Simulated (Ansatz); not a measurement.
Br₃FSi

Input

```
basis:
  gaussian:
    orbitals: def2-TZVPD
crystal:
  periodic: [false, false, false]
  atoms:
    - symbol: Br
      position_ang: [1.756013, -1.171378, 0.539939]
    - symbol: Br
      position_ang: [-0.520886, -0.233793, -2.095811]
    - symbol: Br
      position_ang: [0.145840, 2.055316, 0.610806]
    - symbol: F
      position_ang: [-1.277056, -0.676154, 0.868533]
    - symbol: Si
      position_ang: [-0.053910, -0.047591, 0.035133]
output: {forces: true, orbitals: {seedname: orbitals}}
hamiltonian:
  xc: pbe0
```

Launched as:

```sh
ansatz run input.yaml --threads 2 --pin off --max-ram 6090MiB --events-out events.jsonl --progress --plain --runs-dir runs
```

Geometry: PBE0-D4/def2-SVP.

Method: isolated molecule in a Gaussian basis; Kohn-Sham density functional theory, functional PBE0 in Ansatz 0.2.0.

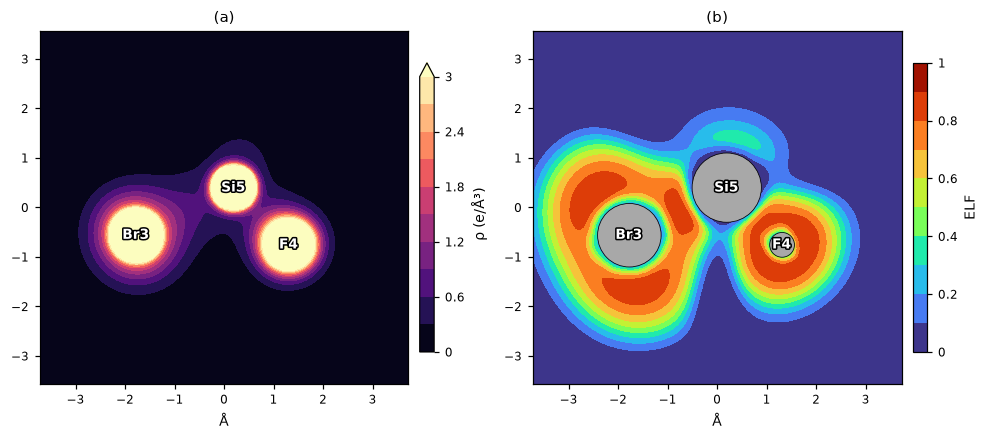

Figure 1. (a) electron density; (b) electron localisation function on the plane of atoms Br3, Si5 and F4. Grey discs cover the atomic cores in the ELF map.

Interpret the plot.

- The plane passes through Br, F and Si nuclei.
- Si–F (1.61 Å): ρ at the midpoint is about 1.2 e/Å³; the ELF peaks at about 0.85 in the valence shell of F, 0.6 Å from its nucleus, and is about 0.55 at the midpoint.
- Si–Br (2.19 Å): ρ is about 0.84 e/Å³ halfway; the ELF peaks at about 0.85 between the atoms (a polar covalent bond).
- The ELF also peaks beside Br3 and F4, away from the bonds: lone-pair regions.

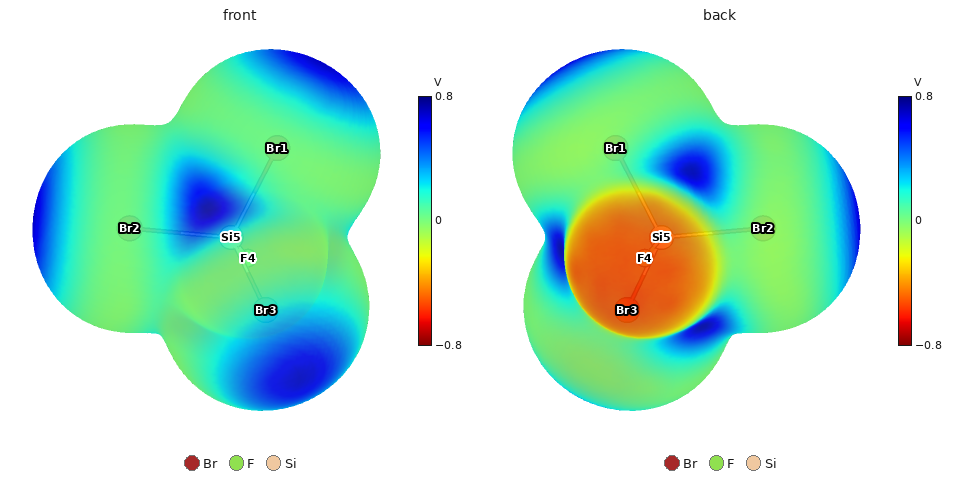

Figure 2. The molecular electrostatic potential painted on the density surface at 0.001 e/bohr³, seen from the front and from behind; red is negative and blue positive.

Describe the electrostatic potential map.

The most negative region (about −0.5 V) lies over F4, the most positive (about +0.7 V) over Br1, Br2, Br3 and Si5. Br1 shows a σ-hole: about +0.7 V at the tip opposite its bond, against about 0.0 V on its flanks. Br2 shows a σ-hole: about +0.7 V at the tip opposite its bond, against about 0.0 V on its flanks. Br3 shows a σ-hole: about +0.7 V at the tip opposite its bond, against about 0.0 V on its flanks.

What dipole moment does the calculation give?

Its dipole moment is 0.81 D.

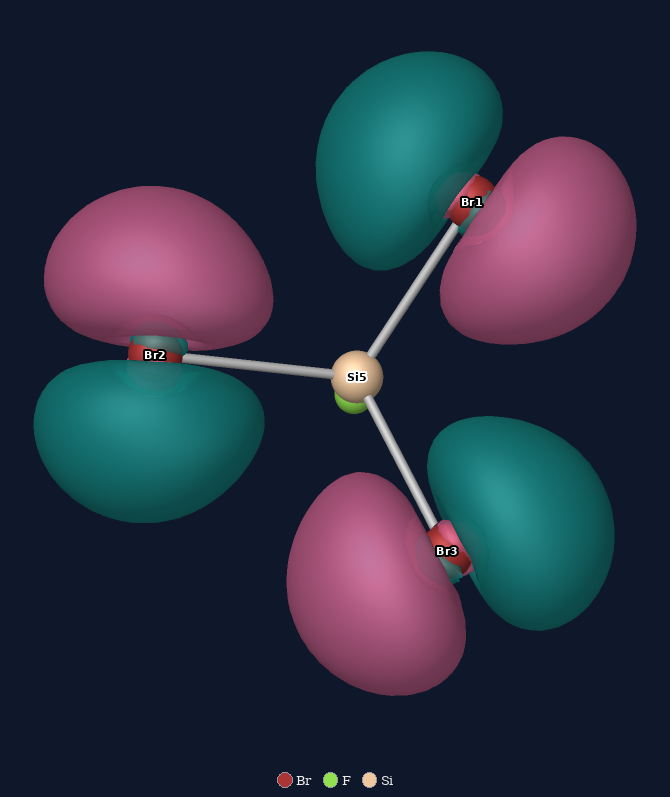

Figure 3. The HOMO at ±0.08 Å⁻³ᐟ² (teal and pink are the two phases), seen at a tilt.

Describe this orbital and give its energy.

It lies mainly on Br1 (about 30 %), Br2 (about 30 %) and Br3 (about 30 %); largely a combination of lone pairs on Br1, Br2 and Br3. Its energy is −8.82 eV.
